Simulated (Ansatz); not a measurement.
# A computed series for ZnS: pressure series

Base system: ZnS in the wurtzite structure (space group P6_3mc, No. 186; a = 3.782 Å, c = 6.208 Å).

Cell and atoms are relaxed at each pressure.

All numbers come from PBEsol, PAW, 420 eV (Ansatz, an electronic-structure program; scalar-relativistic without spin-orbit coupling).

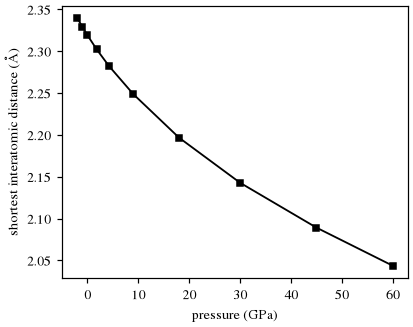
*Shortest interatomic distance against pressure*

### Question
From the plot, what is the shortest interatomic distance for pressure 4.2 GPa?

### Answer
About 2.28 Å.

### Question
Is the trend monotonic over the range shown?

### Answer
Yes, it falls throughout, spanning 2.044 Å to 2.340 Å.

Load acts through the strain it causes; cell and atoms are relaxed under it. Whether these cells are dynamically stable was not tested. Tetrahedral semiconductors of this kind turn to denser phases somewhere between about 1 and 50 GPa; those were not computed, so compressed cells here can lie past the real transition.
